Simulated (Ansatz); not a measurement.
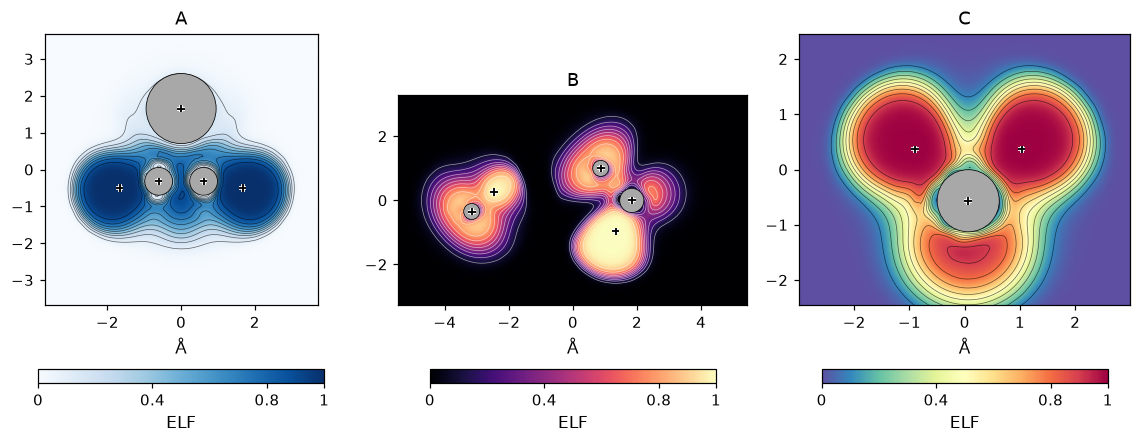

The ELF of 3 systems, each on a plane through atoms (crosses mark nuclei in the plane; grey discs cover the cores).

The calculation used RKS PBE0-D4/def2-TZVPPD in Ansatz 0.2.0.

System 1: C2H2Cu (charge +1), the molecular plane. Geometry: PBE0-D4/def2-TZVP.

```xyz
5

Cu   -0.0265   -0.1943   -1.6432
C     0.0881    0.6374    0.2460
C    -0.0779   -0.5622    0.3905
H     0.2352    1.7006    0.3057
H    -0.2190   -1.5816    0.7010
```

System 2: HF···CH3F (SMILES F.CF), the plane of atoms F4, C3 and H6. Geometry: rigid move from PBE0-D4/def2-TZVP.

```xyz
7

F    -0.3604   -0.2534   -2.3784
H     0.1593    0.1162   -1.7007
C     0.0835    0.0555    2.6041
F     0.8654    0.6180    1.5953
H     0.7125   -0.6201    3.1833
H    -0.7393   -0.4879    2.1391
H    -0.2935    0.8637    3.2304
```

System 3: H2S···H2S (SMILES S.S), the plane of atoms H5, S4 and H6. Geometry: PBE0-D4/def2-TZVP.

```yaml
atoms:
  - { symbol: S, position_ang: [-0.1395, -0.2953, -2.1847] }
  - { symbol: H, position_ang: [0.2769, -0.2616, -0.9038] }
  - { symbol: H, position_ang: [0.1622, 0.9970, -2.3784] }
  - { symbol: S, position_ang: [0.5165, -0.2112, 1.8039] }
  - { symbol: H, position_ang: [-0.5087, -1.0765, 1.8321] }
  - { symbol: H, position_ang: [-0.3074, 0.8476, 1.8308] }
```

Question: Which map belongs to which system?

Answer: Panel A is system 1, C2H2Cu: the plane holds Cu, C and H. C–C (1.22 Å): the ELF peaks at about 0.85 between the atoms: a short, multiple covalent bond. Panel B is system 2, HF···CH3F: the plane holds F, H and C. C–F (1.39 Å): the ELF peaks at about 0.85 between the atoms (a shared but strongly polarised pair). Panel C is system 3, H2S···H2S: the plane holds S and H. S–H (1.34 Å): the ELF climbs to about 1 towards the hydrogen, as it does in any bond to H.
